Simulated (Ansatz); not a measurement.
# Quasi-harmonic thermodynamics of Be2Al (hypothetical, Fm-3m)

How much does Be2Al (hypothetical) expand with temperature? The compound is hypothetical: it was made by swapping elements on a known structure type.

Calculated with Ansatz 0.2.0; DFT PBEsol, scalar-relativistic, plane waves, PAW.

## Step 1: The structure

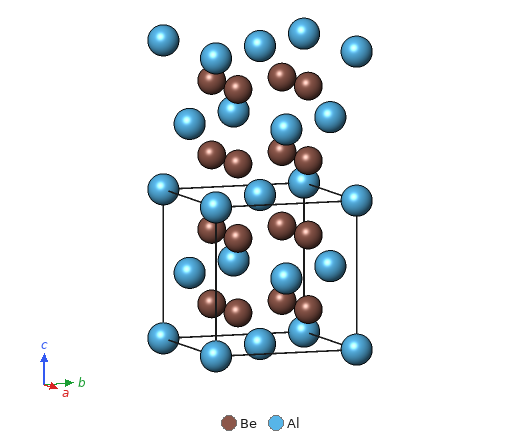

The cell as given, slightly off an axis (beryllium brown, aluminium blue). 1×1×2 cells are drawn. This picture shows the conventional cell, with its axes. Some periodic images of atoms are drawn too.

As a file:

```cif
data_structure
_symmetry_space_group_name_H-M 'P 1'
_symmetry_Int_Tables_number 1
_cell_length_a 3.6786
_cell_length_b 3.6786
_cell_length_c 3.6786
_cell_angle_alpha 60.000
_cell_angle_beta 60.000
_cell_angle_gamma 60.000
_cell_volume 35.20
loop_
_atom_site_label
_atom_site_type_symbol
_atom_site_fract_x
_atom_site_fract_y
_atom_site_fract_z
_atom_site_occupancy
Be1 Be 0.25000 0.25000 0.25000 1
Be2 Be 0.75000 0.75000 0.75000 1
Al3 Al 0.00000 0.00000 0.00000 1
```

## Step 2: A first coarse run

Before spending time, one coarse run tells the gap and the pressure of the starting cell.

input.yaml

```yaml
crystal:
  lattice:
    - [0.0, 2.60119, 2.60119]
    - [2.60119, 0.0, 2.60119]
    - [2.60119, 2.60119, 0.0]
  atoms:
    - { symbol: Be, position: [0.25, 0.25, 0.25] }
    - { symbol: Be, position: [0.75, 0.75, 0.75] }
    - { symbol: Al, position: [0.0, 0.0, 0.0] }
kpoints:
  mp_grid: { grid: [6, 6, 6] }
hamiltonian:
  xc: pbesol
scf:
  occupations: { method: gaussian, width: 0.1 }
output:
  forces: true
  stress: true
  eigenvalues: true
```

Command:

```bash
> ansatz run input.yaml --threads 4 --pin off --max-ram 8192MiB --backend cpu --events-out ev --progress --plain --runs-dir out
```

Numbers of over 12 decimals in the logs are rounded to 6 here.

Log:

```text
Engine: ansatz 0.2.0, aarch64-unknown-linux-gnu
Pseudopotentials: kind: paw
Pseudopotential: Be, paw, valence charge 2, recommended cutoff 420 eV (normal), Be.paw.azcp
Pseudopotential: Al, paw, valence charge 3, recommended cutoff 420 eV (normal), Al.paw.azcp
Functional definition: PBEsol
  exchange = pbesol_x
  correlation = pbesol_c
Crystal: 3 atoms, lattice volume = 35.200 Å³
Basis set: ecut = 420 eV, 701 PW (Γ), exchange–correlation on 50×50×50 points (8 copies of the dense FFT grid, shifted against one another)
Bands: 8, of which v1, the nominal top of the filled ones, is band 4 counted from 1 (3 counted from 0)
Symmetry: 48 space group operations
Space group: Fm-3m (ITA 225), of the structure as read, at distance tolerance 3.3e-5 Å
k-points: 16 of 216
Non-local potential: Be, projectors of the file, l = 0: 2, l = 1: 2, l = 2: 1
Non-local potential: Al, projectors of the file, l = 0: 2, l = 1: 2, l = 2: 1
PAW form: soft (Blöchl's): semilocal exchange-correlation on the pseudo side does not see the compensation charge
PAW frozen core: Be, regenerated for the run's functional, and the local potential with it (the file was generated under x = pbe(κ = 0.804, μ = 0.219515), c = pbe(β = 0.066725))
PAW frozen core: Al, regenerated for the run's functional, and the local potential with it (the file was generated under x = pbe(κ = 0.804, μ = 0.219515), c = pbe(β = 0.066725))
PAW one-centre angular grid: Be, 110 points (default); XC on 64 Gauss nodes
PAW one-centre angular grid: Al, 110 points (default); XC on 64 Gauss nodes
Initial density: superposition of atomic densities (neutral atoms: chi_scale 0, normalization atom), corrected by the library's trained network
Initial wavefunctions: pseudopotential atomic-orbital guess
Functional: x = pbesol(κ = 0.804, μ = 0.123457), c = pbesol(β = 0.046)
SCF iter   1: F=—  HF=-703.276157 eV  |F-HF|=—  |Δ(HF+E_count)|=         —  Δρ=2.64e-3  dr2=3.43e-3  ethr=1.77e-3  ⟨swp⟩=5.5  Hψ=1050  notcnv=0
preconditioner: auto → none  [insulator: Δε(μ)=0.396 eV  Ē_g=8.883 eV  σ=0.100 eV  W_gap=0.96  n_scr=0 (ndim 8)  ℏωp=16.6 eV  f_vac=0.000  D(μ)=0.28/eV (n_scr^D=0)  ε∞_Penn≈4.5]
SCF iter   2: F=—  HF=-703.275288 eV  |F-HF|=—  |Δ(HF+E_count)|=   8.70e-4  Δρ=1.12e-3  dr2=6.00e-4  ethr=4.90e-5  ⟨swp⟩=1.1  Hψ=257  notcnv=0
SCF iter   3: F=—  HF=-703.275163 eV  |F-HF|=—  |Δ(HF+E_count)|=   1.25e-4  Δρ=8.71e-5  dr2=2.07e-6  ethr=8.57e-6  ⟨swp⟩=2.0  Hψ=172  notcnv=0
SCF iter   4: F=—  HF=-703.275163 eV  |F-HF|=—  |Δ(HF+E_count)|=   3.28e-7  Δρ=1.06e-5  dr2=3.11e-8  ethr=2.95e-8  ⟨swp⟩=2.4  Hψ=174  notcnv=0
iter 5 did not close the SCF: its close was put off for the readings that it lacked (scf_convergence_deferred on its scf_iter line)
SCF iter   5: F=-703.275163 eV  HF=-703.275163 eV  |F-HF|=2.27e-9  |Δ(HF+E_count)|=   2.19e-8  Δρ=2.37e-6  dr2=3.20e-9  ethr=4.44e-10  ⟨swp⟩=2.1  Hψ=172  notcnv=0
SCF iter   6: F=-703.275163 eV  HF=-703.275163 eV  |F-HF|=6.17e-11  |Δ(HF+E_count)|=   1.51e-9  Δρ=3.95e-7  dr2=9.10e-11  ethr=4.57e-11  ⟨swp⟩=2.2  Hψ=446  notcnv=0
SCF 1 converged in 6 iterations: F = -703.275163 eV  dr2 = 9.10e-11
  greatest PAW one-centre occupation: 0.485 electrons in one spin orbital (limit 2), on the Al atom at site 2 (counted from 0), in its partial waves of l = 0
SCF converged after 6 iterations
Free energy (F): -703.275163 eV
Harris-Foulkes:  -703.275163 eV  (|F-HF|=6.17e-11)
Internal energy: -703.273756 eV  (E = F + TS)
E sigma→0 (E₀):  -703.274459 eV
Entropy (-TS):   -0.001407 eV (-0.469 meV/atom)
Fermi energy:    6.502592 eV
--- Per-component energies (eV) ---
  E_band       = 16.362111
  E_kinetic    = 64.277772
  E_local      = 3.571577  (includes V_loc(G=0)·N_el)
  E_nonlocal   = 21.566783
  E_hartree    = 2.020405
  E_xc         = -78.057860
  E_vxc        = -69.920042  (∫ρ·V_xc dr)
  E_paw        = -570.120886  (= ΣΔE_a)
  E_vpaw       = -7.174797  (= ΣTr[D̂ρ^β])
  E_aug_tail   = -0.000005  (compensation charges beyond the density's cutoff)
  E_ewald      = -146.569742
  E_core_change = 0.038202  (= ΣΔE_core)
  E_smearing   = -0.001407  (= −TS)
  E_closure    = 0.000000  (closes the sum)
  Σ components = -703.275163   (vs F -703.275163, Δ=0.00e0)
--- Forces (eV/Å), atoms counted from 1 ---
  atom   1  Be    -0.00000000     0.00000000     0.00000000
  atom   2  Be    -0.00000000    -0.00000000     0.00000000
  atom   3  Al    -0.00000000     0.00000000    -0.00000000
  max |Σ_I F_I| component: 2.78e-17 eV/Å
--- Stress (GPa, compression-positive) ---
       13.420028      -0.000000      -0.000000
       -0.000000      13.420028       0.000000
       -0.000000       0.000000      13.420028
  P = ⅓ Tr σ = 13.4200 GPa (134.200 kbar)
--- Band table (eV; the first three rows and the last of 16) ---
  k-point 0: bands = ["-3.7428", "7.7501", "7.7501", "7.7501", "10.4535", "10.4535", "10.4535", "14.7948"]
  k-point 1: bands = ["-3.3535", "5.5565", "7.4525", "7.4525", "10.4849", "10.4849", "11.2772", "13.7731"]
  k-point 2: bands = ["-2.2029", "2.4880", "7.2256", "7.2256", "9.3234", "9.3234", "11.5373", "13.9240"]
  k-point 15: bands = ["0.7614", "1.8790", "2.9996", "3.0612", "9.2532", "11.2866", "12.8594", "15.7830"]
```

It took 0.75 s on 4 threads of Arm Neoverse V2, shared host; peak memory 0.25 GiB.

Reading the cycles: dr2 is the Hartree energy of the density residual (eV), the measure of convergence; HF is the Harris–Foulkes estimate of the energy, which meets the free energy F at convergence.

This step gave:

```
pressure          : 13.42 GPa
volume per atom   : 11.73 Å³
gap on the k-mesh : 0 eV
```

The start is under 13 GPa at this level and looks like a metal on this mesh.

## Step 3: A loose first relaxation

The start is far from rest, so a relaxation with loose thresholds first brings it near the minimum.

Edit input.yaml of step 2 so:

```diff
@@ -19 +19,6 @@
   eigenvalues: true
+relax:
+  adjacent_minimum: "off"
+  f_tol: 0.05
+  max_steps: 80
+  cell: { stress_tol: 0.5 }
```

Log:

```text
[...]
Crystal: 3 atoms, lattice volume = 35.200 Å³
Basis set: ecut = 420 eV, 701 PW (Γ), exchange–correlation on 50×50×50 points (8 copies of the dense FFT grid, shifted against one another)
Bands: 8, of which v1, the nominal top of the filled ones, is band 4 counted from 1 (3 counted from 0)
Symmetry: 48 space group operations
[...]
k-points: 16 of 216
[...]
SCF iter   1: F=—  HF=-703.276157 eV  |F-HF|=—  |Δ(HF+E_count)|=         —  Δρ=2.64e-3  dr2=3.43e-3  ethr=1.77e-3  ⟨swp⟩=5.5  Hψ=1050  notcnv=0
[...]
SCF iter   6: F=-703.275163 eV  HF=-703.275163 eV  |F-HF|=6.17e-11  |Δ(HF+E_count)|=   1.51e-9  Δρ=3.95e-7  dr2=9.10e-11  ethr=4.57e-11  ⟨swp⟩=2.2  Hψ=446  notcnv=0
SCF 1 converged in 6 iterations: F = -703.275163 eV  dr2 = 9.10e-11
[...]
relax step   1: F+E_penalty+E_count = -703.27516318 eV  Δ(F+E_penalty+E_count) = +0.000e0 eV  max|allowed force component| = 4.626e-18 eV/Å  Δτ_max = 0.0000 Å  P = +13.420 GPa  Ω = 35.200 Å³  (6 SCF iters, dr2 threshold 1.00e-7 eV, accepted)
Crystal: 3 atoms, lattice volume = 38.065 Å³
Basis set: ecut = 420 eV, 725 PW (Γ), exchange–correlation on 50×50×50 points (8 copies of the dense FFT grid, shifted against one another)
[...]
iter 1 solved again at ethr=9.59e-5 eV; its pass at ethr=3.10e-3 eV (dr2=6.71e-3 eV) is discarded
[...]
SCF iter   5: F=-703.433485 eV  HF=-703.433485 eV  |F-HF|=2.34e-11  |Δ(HF+E_count)|=   1.07e-8  Δρ=6.31e-7  dr2=2.34e-10  ethr=7.87e-10  ⟨swp⟩=1.7  Hψ=386  notcnv=0
SCF 2 converged in 5 iterations: F = -703.433485 eV  dr2 = 2.34e-10
[...]
relax step   2: F+E_penalty+E_count = -703.43348479 eV  Δ(F+E_penalty+E_count) = -1.583e-1 eV  max|allowed force component| = 3.084e-17 eV/Å  Δτ_max = 0.0000 Å  P = +4.827 GPa  Ω = 38.065 Å³  energy of the carried Pulay correction = -5.661e-4 eV  (5 SCF iters, dr2 threshold 3.00e-7 eV, accepted)
Crystal: 3 atoms, lattice volume = 39.887 Å³
Basis set: ecut = 420 eV, 749 PW (Γ), exchange–correlation on 50×50×50 points (8 copies of the dense FFT grid, shifted against one another)
[...]
SCF iter   5: F=-703.463598 eV  HF=-703.463598 eV  |F-HF|=1.40e-10  |Δ(HF+E_count)|=   4.96e-9  Δρ=6.53e-7  dr2=3.40e-10  ethr=2.77e-10  ⟨swp⟩=1.3  Hψ=376  notcnv=0
SCF 3 converged in 5 iterations: F = -703.463598 eV  dr2 = 3.40e-10
[...]
relax step   3: F+E_penalty+E_count = -703.46359848 eV  Δ(F+E_penalty+E_count) = -3.011e-2 eV  max|allowed force component| = 7.401e-17 eV/Å  Δτ_max = 0.0000 Å  P = +0.677 GPa  Ω = 39.887 Å³  energy of the carried Pulay correction = -9.037e-4 eV  (5 SCF iters, dr2 threshold 3.00e-7 eV, accepted)
[...]
relax step   4: F+E_penalty+E_count = -703.46424634 eV  Δ(F+E_penalty+E_count) = -6.479e-4 eV  max|allowed force component| = 8.635e-17 eV/Å  Δτ_max = 0.0000 Å  P = -0.000 GPa  Ω = 40.225 Å³  energy of the carried Pulay correction = -9.646e-4 eV  (3 SCF iters, dr2 threshold 3.00e-7 eV, accepted)
Basis set: ecut = 420 eV, 749 PW (Γ), exchange–correlation on 54×54×54 points (8 copies of the dense FFT grid, shifted against one another)
[...]
SCF iter   3: F=-703.466445 eV  HF=-703.466445 eV  |F-HF|=7.77e-9  |Δ(HF+E_count)|=   6.15e-7  Δρ=6.19e-6  dr2=1.72e-9  ethr=4.29e-11  ⟨swp⟩=3.0  Hψ=470  notcnv=0
SCF 5 converged in 3 iterations: F = -703.466445 eV  dr2 = 1.72e-9
relax step   5: F+E_penalty+E_count = -703.46644490 eV  Δ(F+E_penalty+E_count) = -2.199e-3 eV  max|allowed force component| = 8.327e-17 eV/Å  Δτ_max = 0.0000 Å  P = +0.086 GPa  Ω = 40.225 Å³  stress off target by 8.56e-2 GPa  SCF on the basis re-selected at this cell (its energy is not comparable with the rows above)  (3 SCF iters)
basis re-selected at this cell: Δ(F+E_penalty+E_count) = -2.199e-3 eV, ΔP = +0.086 GPa vs the last step (what re-selecting the basis moved, of the pressure what is left beyond the Pulay correction that the steps carried, after the strain that the cell walked since its last selection, with what the two solves' SCF thresholds leave and, on support functions, any second-order correction that the steps lacked; it is no measure of the basis error at this ecutwfc). The dense FFT grid was sized anew with the basis: this SCF ran on 27×27×27 points, the steps before it on 25×25×25, so part of this shift can come from that change (see relax.cell in the input reference). [rest of the remark cut]
SCF converged after 3 iterations
Free energy (F): -703.466445 eV
[...]
Internal energy: -703.462885 eV  (E = F + TS)
E sigma→0 (E₀):  -703.464665 eV
Entropy (-TS):   -0.003560 eV (-1.187 meV/atom)
Fermi energy:    5.293507 eV
[...]
--- Stress (GPa, compression-positive) ---
        0.085611       0.000000       0.000000
        0.000000       0.085611       0.000000
        0.000000       0.000000       0.085611
  P = ⅓ Tr σ = 0.0856 GPa (0.856 kbar)
--- Band table (eV; the first three rows and the last of 16) ---
[...]
--- Relaxed structure (4 steps of the walk, 4 accepted, 1 SCFs on fresh bases) ---
  F+E_penalty+E_count = -703.46644490 eV   max|allowed force component| = 8.327e-17 eV/Å   (the final SCF, on the basis selected at the relaxed cell)
  cell:  # Å, volume = 40.2250 Å³
    - [0, 2.719497, 2.719497]
    - [2.719497, 0, 2.719497]
    - [2.719497, 2.719497, 0]
  atoms:
    - { symbol: Be, position: [0.25, 0.25, 0.25] }
    - { symbol: Be, position: [0.750000, 0.750000, 0.750000] }
    - { symbol: Al, position: [0, 0, 0] }
```

It took 0.96 s on 4 threads; peak memory 0.27 GiB.

The steps of the relaxation:

```
step  energy less that of the first step (eV)  largest force component (eV/Å)  pressure (GPa)  volume (Å³)
   1                                   0.0000                          0.0000           13.42        35.20
   2                                  -0.1583                          0.0000            4.83        38.07
   3                                  -0.1884                          0.0000            0.68        39.89
   4                                  -0.1891                          0.0000            0.00        40.22
  5*                                  -0.1913                          0.0000            0.09        40.22
```

Relaxation steps marked * repeat the geometry before them on a plane-wave basis chosen anew for their cell, so energy and pressure can jump there.

Forces are held to the 48 operations that the run works with; a distortion that breaks them can't arise in this run.

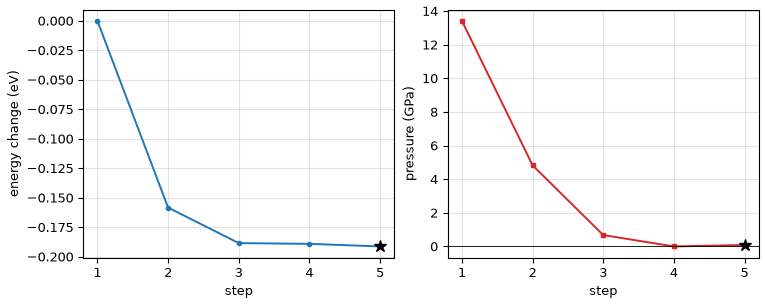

Energy and pressure along the relaxation. Stars mark steps on a basis chosen anew.

```
conventional cell, symmetrised  before  after   change
                         a (Å)   5.202  5.439   +4.5 %
                         b (Å)   5.202  5.439   +4.5 %
                         c (Å)   5.202  5.439   +4.5 %
              volume (Å³/atom)   11.73  13.41  +14.3 %
```

Final coordinates:

```
Be Al
1.0
     0.00000    2.71950    2.71950
     2.71950    0.00000    2.71950
     2.71950    2.71950    0.00000
Be Al
2 1
Direct
  0.25000 0.25000 0.25000
  0.75000 0.75000 0.75000
  0.00000 0.00000 0.00000
```

This step gave:

```yaml
pressure: 0.08561 GPa
volume_per_atom: 13.41 Å³
```

The relaxation ends with a pressure of 0.09 GPa.

[end of part 1 of 4]

[Logs are printed without paths, hosts, clocks, repeated set-up lines and the standing remarks that a program may print on its own settings, such as how far it seeks lower states.]

[Hosts, paths, dates, database ids (printed as entryN), source tags and the programs' standing remarks are cut or masked in the printed files.]

[A step with changed settings may run another functional than the one named; its input shows which.]

[Pressures of single members of a volume series are the stress at the run's cutoff; with an incomplete basis they can lie off −dE/dV of the same runs, and they are not shown converged.]
